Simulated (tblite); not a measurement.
## C5H10O2: saddle-point search

System: C5H10O2, SMILES CO[C@@H]1CCOC1.
Method: GFN2-xTB saddle search (eigenvector following) and harmonic vibrations, gas phase (tblite 0.8.0).

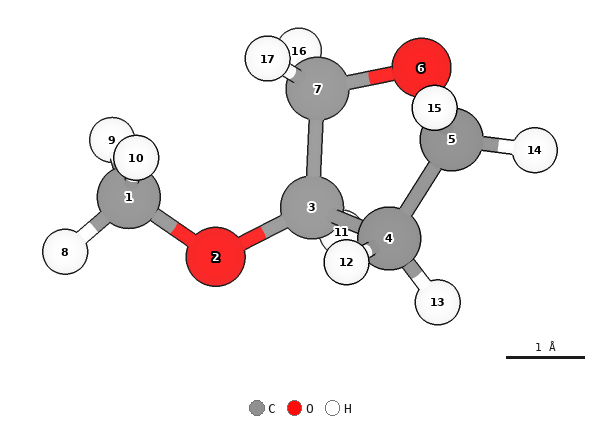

Fig. 1: The structure as given in the input (ball-and-stick view, seen at a tilt; atoms are numbered from 1 in the order of the input). Bond lengths as drawn: C–C 1.54 to 1.55 Å, C–H 1.09 to 1.10 Å and C–O 1.41 to 1.42 Å.

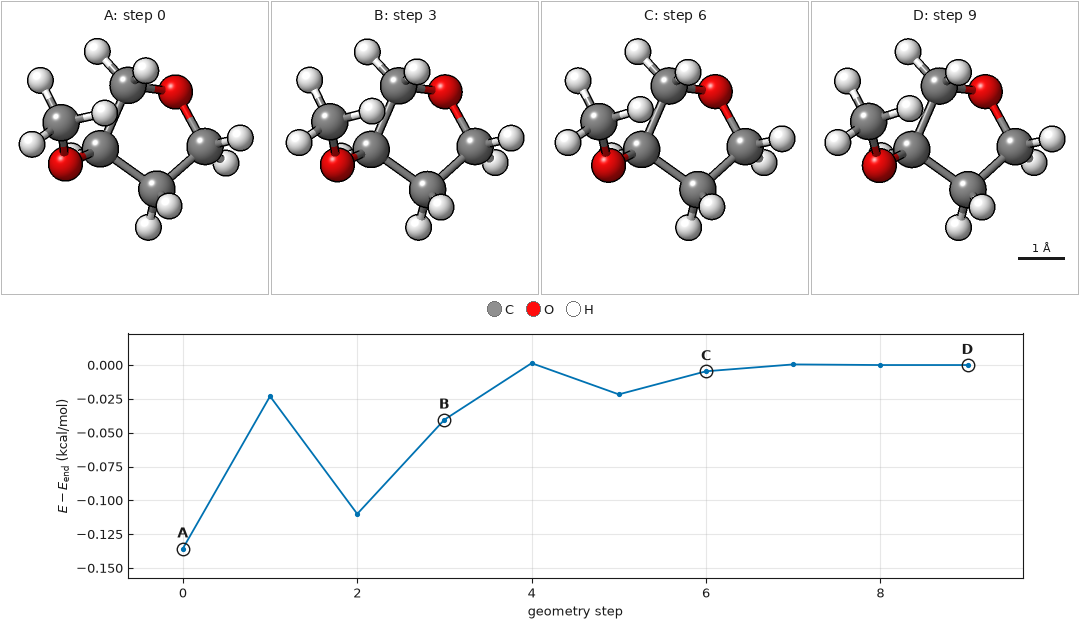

Fig. 2: Frames of the saddle-point search (ball-and-stick view, seen at a tilt) above the curves, on which the letters mark them (steps are counted from 0).

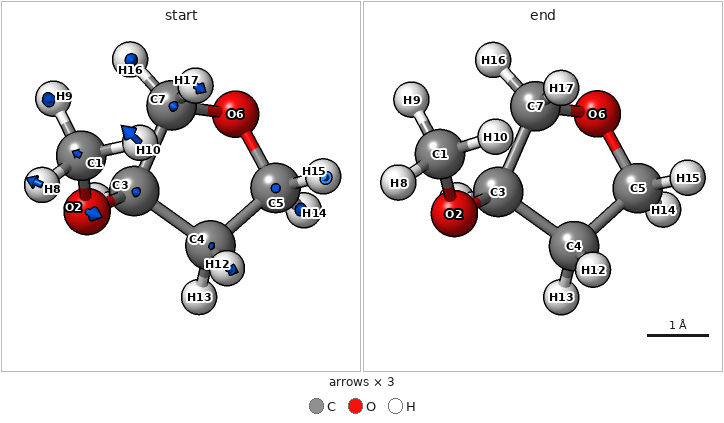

Fig. 3: Before (left) and after (right) the saddle-point search, at one scale (ball-and-stick view, seen at a tilt). The blue arrows give the displacements, magnified 3 times. The largest move after the best rigid fit is that of H10, 0.16 Å. By element the largest moves are H 0.16 Å, O 0.12 Å, C 0.06 Å. Over 9 geometry steps the energy rises by 0.14 kcal/mol. Largest force component: 0.047 eV/Å at the start, 0.001 eV/Å at the end. (Atoms are counted from 1 in the order of the input.)

The input and output of the run follow.

**Input**
```
{"job": {"xc": "GFN2-xTB", "basis": "xTB", "kind": "saddle"}, "charge": 0, "multiplicity": 1}
C      2.227401     0.244638    -0.649056
O      1.350673    -0.848314    -0.543321
C      0.188762    -0.720332     0.251206
C     -1.099717    -0.755059    -0.601840
C     -2.043197     0.223388     0.117246
O     -1.404090     0.591401     1.326992
C     -0.020951     0.562994     1.077351
H      3.031953    -0.099420    -1.296327
H      2.641456     0.520644     0.326874
H      1.760513     1.124082    -1.106455
H      0.197321    -1.576399     0.939189
H     -0.866949    -0.423168    -1.612311
H     -1.509669    -1.760064    -0.654420
H     -3.005563    -0.215965     0.381763
H     -2.216462     1.117469    -0.497842
H      0.493814     0.561514     2.037822
H      0.274705     1.452592     0.503129
```

The first line tells a small driver script what to run in tblite; the rest is the geometry in Å.

Run as:
```bash
OMP_NUM_THREADS=1 python <driver script> task.json out
```

**The program's output**
```
step      E/eV     max force
  0    -650.98350   0.0542
  1    -650.97862   0.1228
  2    -650.98239   0.0271
  3    -650.97937   0.0269
  4    -650.97756   0.0894
  5    -650.97856   0.0122
  6    -650.97782   0.0141
  7    -650.97760   0.0269
  8    -650.97762   0.0057
  9    -650.97762   0.0014
lowest wavenumbers (cm-1): -126.6 44.0 221.4 227.4 271.8 388.8
```

**Trajectory as extended XYZ (Å, eV, eV/Å), 10 frames, from step=0 to step=9**
```
17
Properties=species:S:1:pos:R:3:forces:R:3 step=0 energy=-650.98350
C     2.2274    0.2446   -0.6491   -0.0140   0.0150   0.0200
O     1.3507   -0.8483   -0.5433    0.0400  -0.0110   0.0300
C     0.1888   -0.7203    0.2512   -0.0110   0.0010   0.0010
C    -1.0997   -0.7551   -0.6018   -0.0030   0.0120   0.0090
C    -2.0432    0.2234    0.1172    0.0010  -0.0080  -0.0030
O    -1.4041    0.5914    1.3270    0.0020  -0.0010   0.0030
C    -0.0210    0.5630    1.0774   -0.0020  -0.0110  -0.0030
H     3.0320   -0.0994   -1.2963    0.0220  -0.0100  -0.0020
H     2.6415    0.5206    0.3269    0.0200   0.0470  -0.0180
H     1.7605    1.1241   -1.1065   -0.0080  -0.0200  -0.0210
H     0.1973   -1.5764    0.9392   -0.0220  -0.0070   0.0000
H    -0.8669   -0.4232   -1.6123   -0.0160   0.0040  -0.0210
H    -1.5097   -1.7601   -0.6544   -0.0110   0.0010  -0.0030
H    -3.0056   -0.2160    0.3818    0.0010   0.0000  -0.0030
H    -2.2165    1.1175   -0.4978   -0.0100   0.0130   0.0090
H     0.4938    0.5615    2.0378    0.0000  -0.0190  -0.0010
H     0.2747    1.4526    0.5031    0.0110  -0.0090  -0.0010
17
Properties=species:S:1:pos:R:3:forces:R:3 step=1 energy=-650.97862
C     2.2625    0.2338   -0.6233   -0.0330  -0.0230  -0.0040
O     1.3323   -0.8246   -0.5963    0.0700   0.0980   0.0240
C     0.1828   -0.7042    0.2194    0.0020  -0.0070  -0.0100
C    -1.1215   -0.7485   -0.6089   -0.0020   0.0120  -0.0040
C    -2.0675    0.2033    0.1444   -0.0050   0.0050   0.0030
O    -1.3944    0.5958    1.3294    0.0040   0.0010  -0.0280
C    -0.0188    0.5828    1.0390   -0.0110   0.0040   0.0060
H     3.0914   -0.1317   -1.2301   -0.0390  -0.0010   0.0190
H     2.6342    0.4778    0.3794   -0.0290   0.0050  -0.0630
H     1.8582    1.1404   -1.0927    0.0150  -0.0700   0.0340
H     0.2015   -1.5556    0.9145   -0.0050  -0.0010  -0.0010
H    -0.9177   -0.3978   -1.6202   -0.0030  -0.0020   0.0130
H    -1.5172   -1.7592   -0.6678    0.0000   0.0070  -0.0050
H    -3.0054   -0.2670    0.4473    0.0420   0.0180  -0.0150
H    -2.2955    1.0910   -0.4645    0.0080  -0.0300   0.0300
H     0.5234    0.5952    1.9848   -0.0130  -0.0040  -0.0130
H     0.2517    1.4687    0.4457   -0.0020  -0.0140   0.0130
17
Properties=species:S:1:pos:R:3:forces:R:3 step=2 energy=-650.98239
C     2.2362    0.2522   -0.6420    0.0000   0.0050   0.0020
O     1.3466   -0.8331   -0.5654    0.0070  -0.0180   0.0190
C     0.1878   -0.7192    0.2372   -0.0040  -0.0030   0.0030
C    -1.1121   -0.7624   -0.6000    0.0040   0.0030  -0.0030
C    -2.0457    0.2247    0.1211    0.0030  -0.0030  -0.0030
O    -1.4006    0.5866    1.3289    0.0010  -0.0010   0.0050
C    -0.0198    0.5600    1.0691    0.0020  -0.0060   0.0030
H     3.0563   -0.0992   -1.2667    0.0010  -0.0020   0.0010
H     2.6282    0.5265    0.3433    0.0050   0.0240  -0.0090
H     1.7902    1.1354   -1.1125   -0.0120  -0.0080  -0.0180
H     0.2069   -1.5779    0.9223   -0.0120  -0.0030   0.0020
H    -0.8986   -0.4464   -1.6201    0.0010   0.0060   0.0010
H    -1.5256   -1.7674   -0.6301    0.0040   0.0100  -0.0070
H    -3.0112   -0.2060    0.3872   -0.0040  -0.0050  -0.0010
H    -2.2127    1.1213   -0.4921   -0.0040   0.0100  -0.0030
H     0.5023    0.5543    2.0254    0.0000  -0.0070   0.0060
H     0.2720    1.4506    0.4945    0.0060  -0.0020   0.0020
17
Properties=species:S:1:pos:R:3:forces:R:3 step=3 energy=-650.97937
C     2.2545    0.2445   -0.6284   -0.0140  -0.0080  -0.0010
O     1.3344   -0.8190   -0.5958    0.0130   0.0190   0.0140
C     0.1848   -0.7094    0.2213    0.0020  -0.0050   0.0000
C    -1.1225   -0.7589   -0.6031    0.0110   0.0040   0.0030
C    -2.0588    0.2129    0.1350    0.0060   0.0000   0.0020
O    -1.3965    0.5904    1.3291    0.0040   0.0000   0.0030
C    -0.0196    0.5727    1.0485    0.0000   0.0000   0.0030
H     3.0819   -0.1171   -1.2376   -0.0020  -0.0040  -0.0030
H     2.6285    0.4943    0.3703   -0.0070   0.0090  -0.0130
H     1.8427    1.1462   -1.0965   -0.0070  -0.0170  -0.0020
H     0.2112   -1.5647    0.9111   -0.0060  -0.0010   0.0030
H    -0.9221   -0.4313   -1.6219    0.0080   0.0080  -0.0070
H    -1.5266   -1.7671   -0.6387    0.0000  -0.0060  -0.0060
H    -3.0103   -0.2353    0.4219   -0.0070  -0.0060   0.0010
H    -2.2560    1.1046   -0.4760   -0.0020   0.0110  -0.0060
H     0.5161    0.5761    1.9973   -0.0010  -0.0020   0.0050
H     0.2583    1.4612    0.4635    0.0030  -0.0020   0.0040
17
Properties=species:S:1:pos:R:3:forces:R:3 step=4 energy=-650.97756
C     2.2714    0.2346   -0.6160   -0.0400  -0.0150   0.0070
O     1.3210   -0.8048   -0.6245    0.0350   0.0790   0.0230
C     0.1822   -0.6986    0.2087    0.0060  -0.0090  -0.0080
C    -1.1302   -0.7554   -0.6057    0.0000   0.0030   0.0000
C    -2.0717    0.2009    0.1471   -0.0040   0.0040   0.0030
O    -1.3940    0.5963    1.3277   -0.0030   0.0010  -0.0140
C    -0.0206    0.5875    1.0294   -0.0050   0.0020   0.0010
H     3.0977   -0.1339   -1.2220    0.0030  -0.0060  -0.0080
H     2.6376    0.4514    0.3938   -0.0230  -0.0060  -0.0320
H     1.8897    1.1585   -1.0685    0.0040  -0.0450   0.0190
H     0.2165   -1.5495    0.9045    0.0000   0.0020  -0.0020
H    -0.9379   -0.4147   -1.6222    0.0020   0.0000   0.0040
H    -1.5237   -1.7676   -0.6500    0.0020   0.0050  -0.0030
H    -3.0089   -0.2665    0.4545    0.0250   0.0110  -0.0080
H    -2.2999    1.0867   -0.4635    0.0060  -0.0190   0.0160
H     0.5263    0.6014    1.9722   -0.0060   0.0000  -0.0050
H     0.2444    1.4737    0.4346   -0.0020  -0.0070   0.0060
17
Properties=species:S:1:pos:R:3:forces:R:3 step=5 energy=-650.97856
C     2.2609    0.2404   -0.6237   -0.0020  -0.0020   0.0000
O     1.3292   -0.8123   -0.6067   -0.0010  -0.0050   0.0040
C     0.1840   -0.7048    0.2165    0.0000  -0.0020   0.0030
C    -1.1252   -0.7577   -0.6040    0.0050   0.0020   0.0000
C    -2.0636    0.2083    0.1395    0.0030   0.0000  -0.0010
O    -1.3959    0.5926    1.3285    0.0010   0.0000   0.0030
C    -0.0204    0.5787    1.0412    0.0010  -0.0010   0.0030
H     3.0870   -0.1238   -1.2330    0.0000  -0.0020  -0.0030
H     2.6328    0.4764    0.3788   -0.0010   0.0080  -0.0010
H     1.8606    1.1508   -1.0838   -0.0080  -0.0020  -0.0090
H     0.2139   -1.5585    0.9085   -0.0050  -0.0010   0.0030
H    -0.9281   -0.4254   -1.6221    0.0060   0.0050  -0.0010
H    -1.5252   -1.7675   -0.6427    0.0020   0.0000  -0.0050
H    -3.0096   -0.2473    0.4339   -0.0040  -0.0030   0.0000
H    -2.2724    1.0976   -0.4712   -0.0010   0.0050  -0.0040
H     0.5195    0.5862    1.9878    0.0000  -0.0010   0.0040
H     0.2524    1.4663    0.4526    0.0020  -0.0010   0.0020
17
Properties=species:S:1:pos:R:3:forces:R:3 step=6 energy=-650.97782
C     2.2700    0.2346   -0.6170   -0.0060  -0.0020   0.0000
O     1.3207   -0.8031   -0.6239    0.0070   0.0100   0.0070
C     0.1826   -0.6985    0.2095    0.0010  -0.0020   0.0000
C    -1.1293   -0.7556   -0.6052    0.0010   0.0010  -0.0010
C    -2.0706    0.2014    0.1463    0.0000   0.0010   0.0000
O    -1.3947    0.5965    1.3275   -0.0010   0.0000  -0.0020
C    -0.0211    0.5871    1.0310    0.0000   0.0000   0.0010
H     3.0959   -0.1340   -1.2242   -0.0010   0.0000  -0.0010
H     2.6362    0.4518    0.3918   -0.0040   0.0020  -0.0070
H     1.8874    1.1572   -1.0688   -0.0020  -0.0090   0.0010
H     0.2180   -1.5498    0.9047   -0.0020   0.0000   0.0000
H    -0.9362   -0.4159   -1.6218    0.0020   0.0020   0.0010
H    -1.5233   -1.7676   -0.6492    0.0010   0.0020  -0.0020
H    -3.0081   -0.2648    0.4520    0.0040   0.0010  -0.0020
H    -2.2968    1.0870   -0.4642    0.0010  -0.0020   0.0020
H     0.5244    0.6002    1.9743   -0.0010  -0.0010   0.0010
H     0.2450    1.4735    0.4372    0.0010  -0.0010   0.0020
17
Properties=species:S:1:pos:R:3:forces:R:3 step=7 energy=-650.97760
C     2.2755    0.2332   -0.6126   -0.0080  -0.0030   0.0020
O     1.3131   -0.7925   -0.6404    0.0080   0.0240   0.0090
C     0.1821   -0.6947    0.2039    0.0020  -0.0040  -0.0040
C    -1.1335   -0.7580   -0.6039    0.0020   0.0000   0.0010
C    -2.0739    0.1988    0.1488    0.0010   0.0000   0.0010
O    -1.3946    0.5975    1.3267    0.0010   0.0000  -0.0010
C    -0.0222    0.5913    1.0249    0.0000   0.0010   0.0000
H     3.1002   -0.1364   -1.2208   -0.0010   0.0000   0.0000
H     2.6387    0.4323    0.4010   -0.0070  -0.0040  -0.0130
H     1.9058    1.1665   -1.0536    0.0030  -0.0140   0.0070
H     0.2259   -1.5450    0.9001    0.0010   0.0020  -0.0020
H    -0.9452   -0.4203   -1.6220    0.0000   0.0000   0.0000
H    -1.5250   -1.7710   -0.6437    0.0000   0.0000   0.0000
H    -3.0094   -0.2685    0.4587    0.0000   0.0000   0.0000
H    -2.3038    1.0826   -0.4626    0.0000   0.0000   0.0000
H     0.5265    0.6067    1.9664   -0.0010   0.0000  -0.0010
H     0.2399    1.4775    0.4291    0.0000  -0.0010   0.0010
17
Properties=species:S:1:pos:R:3:forces:R:3 step=8 energy=-650.97762
C     2.2768    0.2304   -0.6117    0.0010   0.0000   0.0000
O     1.3138   -0.7936   -0.6382    0.0000  -0.0040  -0.0040
C     0.1818   -0.6933    0.2038   -0.0010   0.0020   0.0020
C    -1.1327   -0.7551   -0.6056   -0.0020   0.0000  -0.0010
C    -2.0755    0.1965    0.1509   -0.0010   0.0000   0.0000
O    -1.3943    0.5989    1.3267   -0.0010   0.0000  -0.0020
C    -0.0222    0.5936    1.0231    0.0000   0.0000   0.0000
H     3.1015   -0.1408   -1.2191    0.0000   0.0000   0.0000
H     2.6396    0.4304    0.4014    0.0010   0.0010   0.0030
H     1.9083    1.1630   -1.0537    0.0000   0.0030  -0.0010
H     0.2231   -1.5429    0.9009    0.0000  -0.0010   0.0010
H    -0.9437   -0.4116   -1.6217    0.0000   0.0000   0.0010
H    -1.5223   -1.7687   -0.6513    0.0000   0.0010   0.0000
H    -3.0073   -0.2763    0.4642    0.0040   0.0020  -0.0010
H    -2.3129    1.0792   -0.4595    0.0010  -0.0040   0.0030
H     0.5275    0.6109    1.9640    0.0000   0.0000   0.0000
H     0.2384    1.4792    0.4258    0.0000  -0.0010   0.0000
17
Properties=species:S:1:pos:R:3:forces:R:3 step=9 energy=-650.97762
C     2.2748    0.2337   -0.6131    0.0000   0.0000   0.0000
O     1.3133   -0.7918   -0.6399   -0.0010   0.0000  -0.0010
C     0.1823   -0.6949    0.2042    0.0000   0.0000   0.0010
C    -1.1333   -0.7587   -0.6035    0.0000   0.0000   0.0000
C    -2.0733    0.1995    0.1481    0.0000   0.0000   0.0000
O    -1.3949    0.5970    1.3268    0.0000   0.0000   0.0000
C    -0.0223    0.5906    1.0258    0.0000   0.0000   0.0000
H     3.0992   -0.1354   -1.2220    0.0000   0.0000   0.0000
H     2.6385    0.4330    0.3999    0.0000   0.0000   0.0000
H     1.9043    1.1665   -1.0535    0.0000   0.0000   0.0000
H     0.2267   -1.5455    0.8999    0.0000   0.0000   0.0000
H    -0.9451   -0.4224   -1.6221    0.0000   0.0000   0.0000
H    -1.5253   -1.7716   -0.6418    0.0000   0.0000   0.0000
H    -3.0100   -0.2663    0.4567    0.0000   0.0000   0.0000
H    -2.3010    1.0837   -0.4636    0.0000   0.0000   0.0000
H     0.5258    0.6055    1.9675    0.0000   0.0000   0.0000
H     0.2402    1.4771    0.4307    0.0000   0.0000   0.0000
```

**Key numbers**

```csv
quantity,value
outcome,converged
total energy,−650.9776 eV
point group,C1
hardware,"1 CPU thread, shared host"
wall time,2.8 s
peak memory,0.19 GiB
```
